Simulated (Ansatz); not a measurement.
# H2NO (SMILES N[O]) at UCCSDT/STO-3G

Aim: the energy change on altering one bond length of H2NO at UCCSDT/STO-3G, from 2 runs. 

The calculation is run with Ansatz 0.2.0.

54 further runs of the same task are left out: 4 that didn't finish, 50 set aside as unsound or not needed.

**1. Starting point**

H2NO has 4 atoms, charge 0, and is taken as a doublet. As SMILES, `N[O]`. The coordinates come from a GFN2-xTB relaxation.

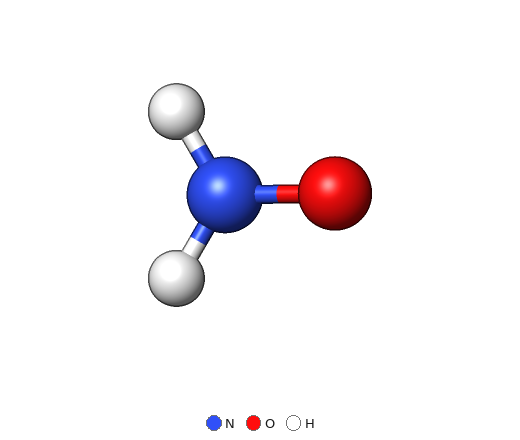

The structure, seen from a chosen angle (nitrogen blue, oxygen red, hydrogen white).

**2. A single-point energy at UCCSDT/STO-3G**

The input, molecule.yaml:

```yaml
crystal:
  periodic: [false, false, false]
  atoms:
    - symbol: "N"
      position_ang: [-0.015110, 0.041110, -0.107550]
    - symbol: O
      position_ang: [0.804330, 0.357230, 0.819800]
    - symbol: H
      position_ang: [-0.968410, 0.390510, -0.050090]
    - symbol: H
      position_ang: [0.179190, -0.788850, -0.662160]
basis:
  gaussian: {orbitals: STO-3G}
magnetization: {spin_polarized: true, initial_magnetization: 1}
correlation: {method: ccsdt, frozen_orbitals: {H: 0, "N": 1, O: 1}}
accuracy: high
scf: {omitted_lower_state_checks: [cluster_reference, increment]}
```

On the command line:

```
$ ansatz run molecule.yaml --threads 1 --pin off --max-ram 2610MiB --events-out events.jsonl --progress --plain --runs-dir runs
```

The program printed, cut to the lines that bear on the results:

```text
Warning: RAYON_NUM_THREADS=1 ignored (pool sized by the plan → 1); use --threads N
Functional definition: HF
  name "HF"
[...]
188 factors; integrals over basis functions are off by at most 1.2e-8 eV
[...]
mean field -3501.40944769 eV, -128.6744238621 hartree, gradient 1.6e-8 eV, S^2 0.752030; 2 other end points of the search recorded, 0 dependent functions left out
2 core orbitals not correlated: weight in the atoms' cores, before any rotation towards them, 1.000 or more for the frozen orbitals, at most 0.000 for the correlated occupied ones
reference -3501.40944769 eV, -128.6744238621 hartree; 7, 6 occupied and 3, 4 virtual orbitals, 188 factors
second order -1.74159180 eV of doubles, -0.00000000 eV of singles
cycle   1  -2.11257412 eV  change   -3.7e-1 eV  update   5.6e-2
[...]
cycle  24  -2.41980963 eV  change  -2.7e-11 eV  update  4.0e-10
Total energy: -3503.82925732 eV, -128.7633502257 hartree
Checks for a lower state left out: cluster_reference, increment
```

Run time: 0.28 s. Hardware: 1 thread of Arm Neoverse V2, shared host.

**3. The distorted shape**

The input, job.yaml:

```yaml
crystal:
  periodic: [false, false, false]
  atoms:
    - symbol: N
      position_ang: [-0.219986, -0.037926, -0.339406]
    - symbol: O
      position_ang: [0.804330, 0.357230, 0.819800]
    - symbol: H
      position_ang: [-1.173286, 0.311474, -0.281946]
    - symbol: H
      position_ang: [-0.025686, -0.867886, -0.894016]
basis:
  gaussian: {orbitals: STO-3G}
magnetization: {spin_polarized: true, initial_magnetization: 1}
correlation: {method: ccsdt, frozen_orbitals: {H: 0, "N": 1, O: 1}}
accuracy: high
scf: {omitted_lower_state_checks: [cluster_reference, increment]}
```

On the command line:

```
$ ansatz run job.yaml --threads 1 --pin off --max-ram 2610MiB --events-out events.jsonl --progress --plain --runs-dir runs
```

The program printed, cut to the lines that bear on the results:

```text
Warning: RAYON_NUM_THREADS=1 ignored (pool sized by the plan → 1); use --threads N
Functional definition: HF
  name "HF"
[...]
186 factors; integrals over basis functions are off by at most 3.4e-8 eV
[...]
mean field -3500.33391484 eV, -128.6348987587 hartree, gradient 1.8e-8 eV, S^2 0.844956; 7 other end points of the search recorded, 0 dependent functions left out
2 core orbitals not correlated: weight in the atoms' cores, before any rotation towards them, 1.000 or more for the frozen orbitals, at most 0.000 for the correlated occupied ones
reference -3500.33391484 eV, -128.6348987587 hartree; 7, 6 occupied and 3, 4 virtual orbitals, 186 factors
second order -1.75976073 eV of doubles, -0.00000000 eV of singles
cycle   1  -2.21949844 eV  change   -4.6e-1 eV  update   7.5e-2
[...]
cycle  34  -2.85403713 eV  change   -1.1e-9 eV  update  7.1e-10
Total energy: -3503.18795197 eV, -128.7397826887 hartree
Checks for a lower state left out: cluster_reference, increment
```

It took 0.34 s on 1 thread of Arm Neoverse V2, shared host.

**4. Outcome**

Level: UCCSDT/STO-3G, 2 core orbitals frozen.

| quantity | value |
| --- | --- |
| first shape: total energy | -128.76335 Eh |
| first shape: correlation energy (2 core orbitals frozen) | -88.9 mEh |
| first shape: ⟨S²⟩ of the reference determinant | 0.752 |
| first shape: T1 diagnostic | 0.022 |
| distorted shape: total energy | -128.73978 Eh |
| distorted shape: correlation energy (2 core orbitals frozen) | -104.9 mEh |
| distorted shape: ⟨S²⟩ of the reference determinant | 0.845 |
| distorted shape: T1 diagnostic | 0.045 |
| energy change with the N1–O2 bond stretched from 1.277 to 1.597 Å | 0.641 eV |

What this shows: With the N1–O2 bond stretched from 1.277 to 1.597 Å the energy rises by 0.64 eV (61.9 kJ/mol). The first shape isn't relaxed at this level, so the change isn't measured from a minimum. The minimal basis adds a large error of its own. The T1 diagnostic (distorted shape) of 0.045 is above the customary mark for such species, so a single reference may not serve.
